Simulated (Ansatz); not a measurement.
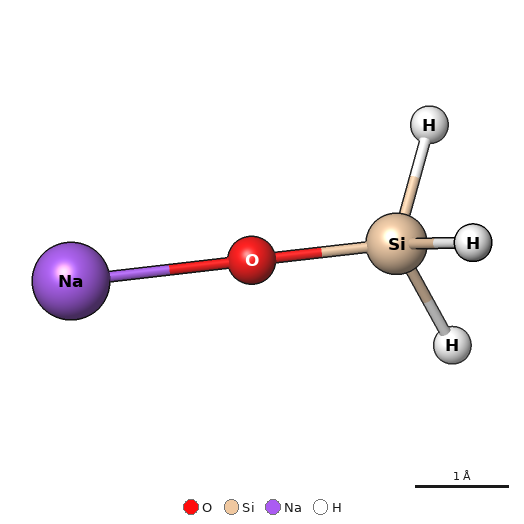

Ball-and-stick drawing of a structure. Every bond is drawn as one stick, whatever its order.

What does the picture show?

Formula H3NaOSi. This geometry has C3v symmetry. Coordination: 1 O linear; 1 Si tetrahedral.

More results for the same structure follow; atom numbers are the same in all pictures, views and colours differ. The computed structure is the end point of a PBE0-D4/def2-TZVP optimisation. No frequency run is at hand to confirm it as a minimum.

**Geometry**

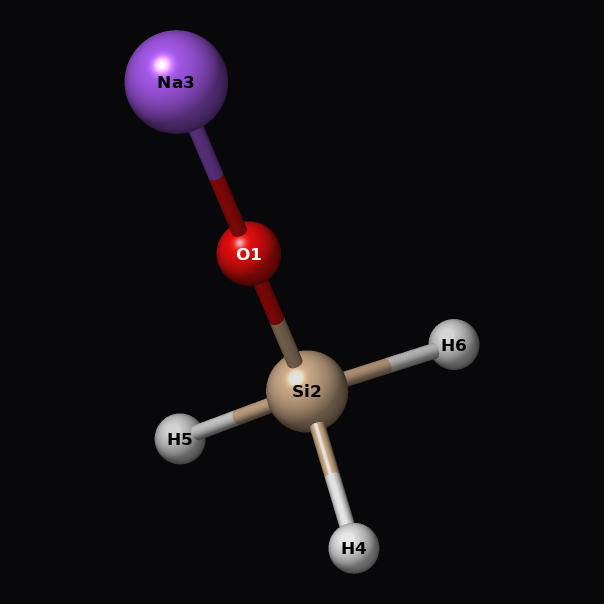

Atoms carry their numbers in the input. No frequency run is at hand to confirm it as a minimum.

Which atoms are bonded, and how long are the bonds?

| bond | length (Å) |
| --- | --- |
| O1–Si2 | 1.590 |
| O1–Na3 | 1.981 |
| Si2–H4 | 1.505 |
| Si2–H5 | 1.505 |
| Si2–H6 | 1.505 |

**Charges**

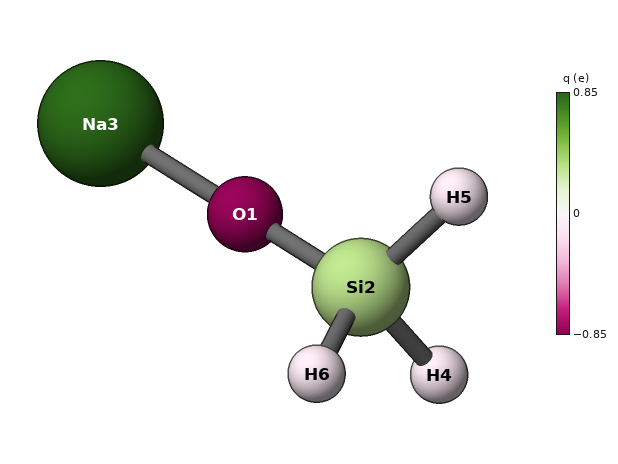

Atoms are coloured by their Mulliken charges. No frequency run is at hand to confirm it as a minimum. Properties computed with RKS PBE0-D4/def2-TZVP (Ansatz 0.2.0).

Question: Which atom carries the highest charge (most positive or least negative)?

Answer: Na3 (0.82 e).

Question: And the lowest?

Answer: O1 (−0.82 e).

List the Mulliken charges.

```json
{"atom": "O1", "value (e)": "−0.82"}
{"atom": "Si2", "value (e)": "0.32"}
{"atom": "Na3", "value (e)": "0.82"}
{"atom": "H4", "value (e)": "−0.11"}
{"atom": "H5", "value (e)": "−0.11"}
{"atom": "H6", "value (e)": "−0.11"}
```

**Electronic properties**

No frequency run is at hand to confirm it as a minimum. Level of theory: RKS PBE0-D4/def2-TZVPP (Ansatz 0.2.0).

Question: What is the HOMO energy (Kohn–Sham orbital)?

Answer: −6.15 eV.

Question: Give the LUMO energy (Kohn–Sham orbital) at this level.

Answer: −1.59 eV.

**Dipole moment**

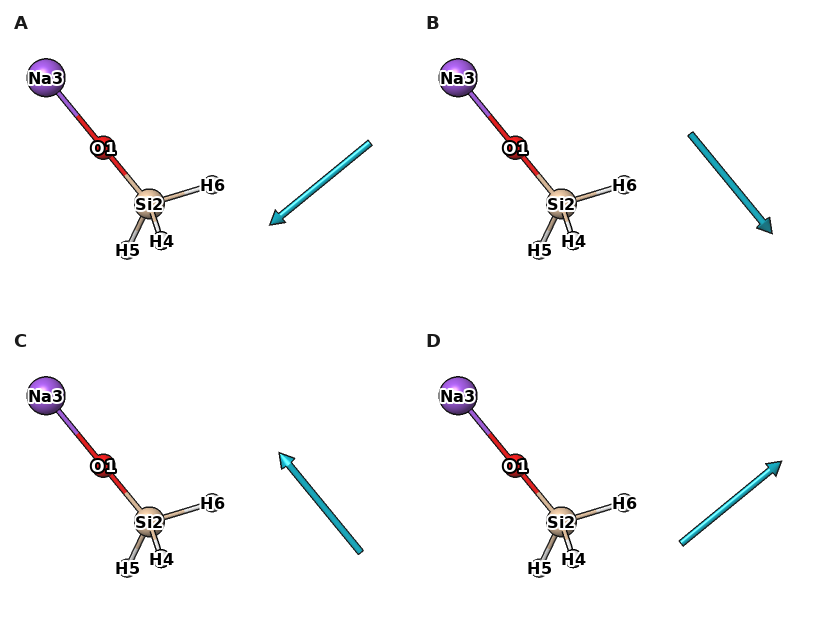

The same molecule four times, each with an arrow. No frequency run is at hand to confirm it as a minimum. Method: RKS PBE0-D4/def2-TZVP (Ansatz 0.2.0).

Question: Which arrow points along the dipole moment, from the negative to the positive end?

Answer: C. The dipole moment is 9.64 D; it points from the side of H4, H5, H6 to the side of Na3 (the outermost atoms at the two ends).

Mulliken values depend strongly on the basis set and can even reverse the polarity of a bond.
